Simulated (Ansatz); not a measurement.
CH₄F₂O₂Si

Input

```
crystal:
  periodic: [false, false, false]
  atoms:
    - { symbol: Si, position_ang: [0.0, 0.0, 0.0] }
    - { symbol: O, position_ang: [0.0, 0.0, 1.68] }
    - { symbol: C, position_ang: [-1.1112, -0.3437, 2.4945] }
    - { symbol: H, position_ang: [-1.814, -0.9775, 1.9143] }
    - { symbol: H, position_ang: [-0.7584, -0.9037, 3.3856] }
    - { symbol: H, position_ang: [-1.6313, 0.5809, 2.8212] }
    - { symbol: F, position_ang: [1.4994, 0.0, -0.5295] }
    - { symbol: F, position_ang: [-0.7489, 1.2974, -0.5295] }
    - { symbol: O, position_ang: [-0.7913, -1.3709, -0.5594] }
    - { symbol: H, position_ang: [-1.2459, -1.8365, 0.2129] }
basis:
  gaussian: { orbitals: "6-31G" }
hamiltonian:
  xc: pbe
relax:
  f_tol: 0.02
  max_steps: 40
output:
  orbitals: {}
```

Launched as:

```sh
ansatz run input.yaml --threads 1 --pin off --max-ram 2048MiB --backend cpu --events-out ev --progress --plain --runs-dir out
```

The fields are those of the run's last geometry, not of the input's.

The calculation used Ansatz, RKS PBE/6-31G.

> What can the converged electron density and electron localisation function tell about the bonding?

Si–O (1.69 Å): the density is about 0.89 e/Å³ at the midpoint; the ELF peaks at about 0.85 between the atoms, as expected for a shared but strongly polarised pair.
O–H (0.98 Å): ρ is about 3.3 e/Å³ halfway; the ELF climbs to about 1 towards the hydrogen, as it does in any bond to H; an ordinary covalent bond to hydrogen.

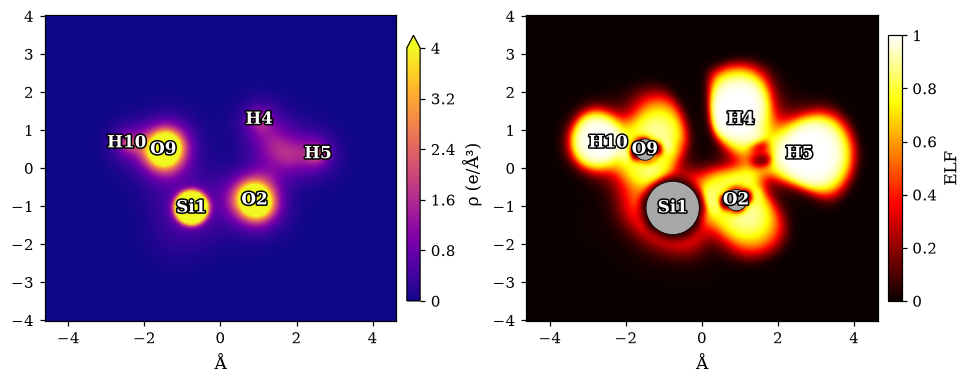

Computed electron density and electron localisation function on the plane of atoms O2, Si1 and O9, in this order. Grey discs cover the atomic cores in the ELF map. 
